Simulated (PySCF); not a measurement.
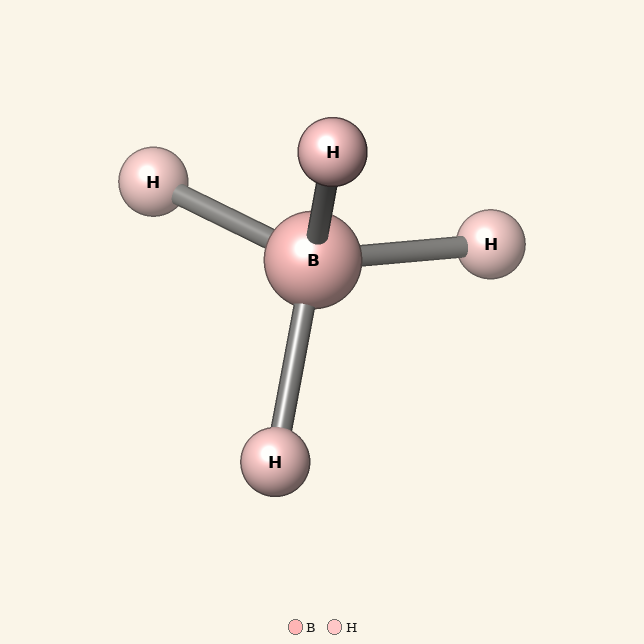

Orthographic view. Atoms fade into the background with distance from the viewer. State: charge −1, singlet. The computed structure is the end point of a PBE0-D3(BJ)/def2-SVP optimisation. No frequency run is at hand to confirm it as a minimum.

**Write the InChI string.**

InChI=1S/BH4/h1H4/q-1
